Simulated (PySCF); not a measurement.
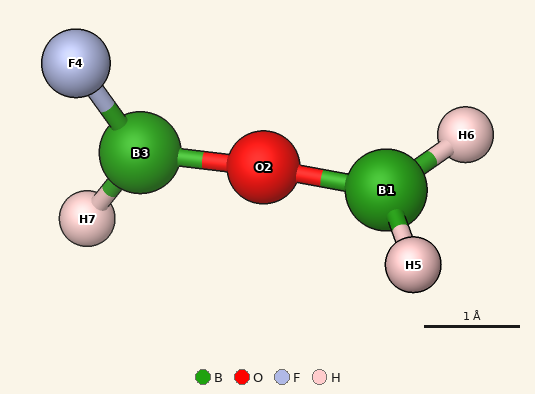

Fig. 1: The input geometry of the first run (ball-and-stick view, seen at a tilt; atoms are numbered from 1 in the order of the input).

# B₂H₃OF: one change and its effect

System: B₂H₃OF.
Method of the first run: GIAO PBE0/STO-3G NMR shielding, non-relativistic, gas phase (PySCF 2.14.0).

The geometry comes from this level: PBE0-D3(BJ)/def2-SVP. Text and figures count atoms from 1; the logs count them from 0 in places.

**Input, the first run**
```
{"job": {"kind": "nmr", "xc": "PBE0", "basis": "STO-3G", "pop": true}, "charge": 0, "multiplicity": 1}
B     -1.243879    -0.519142    -0.036612
O      0.002856    -0.036183     0.008161
B      1.224340     0.500195    -0.008412
F      1.917058     0.546169     1.118433
H     -2.165943     0.236089     0.169253
H     -1.401047    -1.693517    -0.279275
H      1.702078     0.935705    -1.024061
```

The first line tells a small driver script what to run in PySCF; the rest is the geometry in Å.

Command:
```bash
OMP_NUM_THREADS=1 python <driver script> task.json out
```

Hardware: 1 CPU thread, shared host.

**Output (the first run)**
```
coarse grid: 6208 points
cycle   1  E = -223.2888937869  dE =  3.991e-01  |g| = 5.550e-01  |ddm| = 3.171e+00
cycle   2  E = -223.2152994273  dE =  7.359e-02  |g| = 8.210e-01  |ddm| = 1.571e+00
cycle   3  E = -223.3958093538  dE = -1.805e-01  |g| = 8.855e-02  |ddm| = 8.611e-01
cycle   4  E = -223.3980388505  dE = -2.229e-03  |g| = 2.471e-02  |ddm| = 1.338e-01
cycle   5  E = -223.3982128026  dE = -1.740e-04  |g| = 2.569e-03  |ddm| = 3.079e-02
cycle   6  E = -223.3982157449  dE = -2.942e-06  |g| = 4.680e-04  |ddm| = 5.079e-03
final grid: 61344 points
cycle   7  E = -223.3764826991  dE = -1.628e-06  |g| = 6.984e-03  |ddm| = 1.562e-02
cycle   8  E = -223.3764690332  dE =  1.367e-05  |g| = 1.005e-02  |ddm| = 1.845e-02
cycle   9  E = -223.3764964653  dE = -2.743e-05  |g| = 6.883e-04  |ddm| = 1.102e-02
cycle  10  E = -223.3764966185  dE = -1.532e-07  |g| = 1.119e-04  |ddm| = 1.003e-03
cycle  11  E = -223.3764966227  dE = -4.215e-09  |g| = 1.919e-05  |ddm| = 1.625e-04
cycle  12  E = -223.3764966228  dE = -9.652e-11  |g| = 9.863e-07  |ddm| = 2.219e-05
converged SCF energy = -223.3764966228

GIAO shielding tensors (ppm)
atom      isotropic    diamagn.    paramagn.     s11        s22        s33       span
  0 B       87.263     199.413    -112.151     49.763     78.403    133.622     83.859
  1 O      187.600     384.916    -197.316     -9.487    238.940    333.347    342.833
  2 B      110.807     202.450     -91.643     88.927    117.341    126.153     37.226
  3 F      296.775     452.531    -155.756    130.066    204.164    556.096    426.030
  4 H       27.487      30.827      -3.340     27.323     27.468     27.669      0.345
  5 H       27.468      30.761      -3.293     27.291     27.466     27.647      0.356
  6 H       28.151      30.486      -2.334     26.695     27.128     30.631      3.936
```

For the second run the input was changed thus:
```diff
-"basis": "STO-3G"
+"basis": "6-31G"
```

How does the second run compare with the first run?

The total energy of the second run is 1882.6 kcal/mol lower, which measures the change of basis and not a stability. The HOMO goes from −6.30 to −8.84 eV. The LUMO goes from 2.61 to −0.67 eV. The dipole moment goes from 0.37 to 1.12 D. Of all shieldings, the largest change is that of O2, by −119.8 ppm. The number of SCF iterations is the same. The basis functions go from 23 to 42.

**Output (the second run)**
```
coarse grid: 6208 points
cycle   1  E = -226.3049591180  dE =  3.960e-01  |g| = 6.771e-01  |ddm| = 2.374e+00
cycle   2  E = -226.1886610963  dE =  1.163e-01  |g| = 1.057e+00  |ddm| = 1.096e+00
cycle   3  E = -226.3888141331  dE = -2.002e-01  |g| = 7.192e-02  |ddm| = 6.948e-01
cycle   4  E = -226.3895119961  dE = -6.979e-04  |g| = 4.257e-02  |ddm| = 7.622e-02
cycle   5  E = -226.3898157667  dE = -3.038e-04  |g| = 3.194e-03  |ddm| = 2.562e-02
cycle   6  E = -226.3898190043  dE = -3.238e-06  |g| = 7.836e-04  |ddm| = 4.647e-03
final grid: 61344 points
cycle   7  E = -226.3765755187  dE = -6.748e-06  |g| = 6.065e-03  |ddm| = 1.159e-02
cycle   8  E = -226.3765655095  dE =  1.001e-05  |g| = 9.728e-03  |ddm| = 9.234e-03
cycle   9  E = -226.3765829181  dE = -1.741e-05  |g| = 6.043e-04  |ddm| = 5.924e-03
cycle  10  E = -226.3765830160  dE = -9.789e-08  |g| = 2.054e-04  |ddm| = 7.188e-04
cycle  11  E = -226.3765830225  dE = -6.534e-09  |g| = 3.026e-05  |ddm| = 1.384e-04
cycle  12  E = -226.3765830227  dE = -1.701e-10  |g| = 2.578e-06  |ddm| = 2.989e-05
converged SCF energy = -226.3765830227

GIAO shielding tensors (ppm)
atom      isotropic    diamagn.    paramagn.     s11        s22        s33       span
  0 B       72.784     194.730    -121.946     19.069     80.858    118.426     99.357
  1 O       67.795     400.663    -332.869    -17.933     49.561    171.756    189.689
  2 B       95.254     195.727    -100.473     84.567     93.123    108.073     23.505
  3 F      241.373     468.418    -227.045     66.502    263.181    394.435    327.933
  4 H       26.198      29.183      -2.984     25.918     26.166     26.512      0.594
  5 H       26.199      29.139      -2.939     25.888     26.174     26.536      0.649
  6 H       27.266      28.741      -1.475     25.400     26.218     30.179      4.779
```

**The two runs side by side**

| quantity | the first run | the second run |
| --- | --- | --- |
| outcome | converged | converged |
| total energy (hartree) | −223.376497 | −226.376583 |
| HOMO (eV) | −6.30 | −8.84 |
| LUMO (eV) | 2.61 | −0.67 |
| dipole moment (D) | 0.37 | 1.12 |
| shielding of B1 (ppm) | 87.3 | 72.8 |
| shielding of O2 (ppm) | 187.6 | 67.8 |
| shielding of B3 (ppm) | 110.8 | 95.3 |
| shielding of F4 (ppm) | 296.8 | 241.4 |
| shielding of H5 (ppm) | 27.5 | 26.2 |
| shielding of H6 (ppm) | 27.5 | 26.2 |
| shielding of H7 (ppm) | 28.2 | 27.3 |
| SCF iterations | 12 | 12 |
| basis functions | 23 | 42 |
| wall time (shared host) | 1.3 s | 2.1 s |
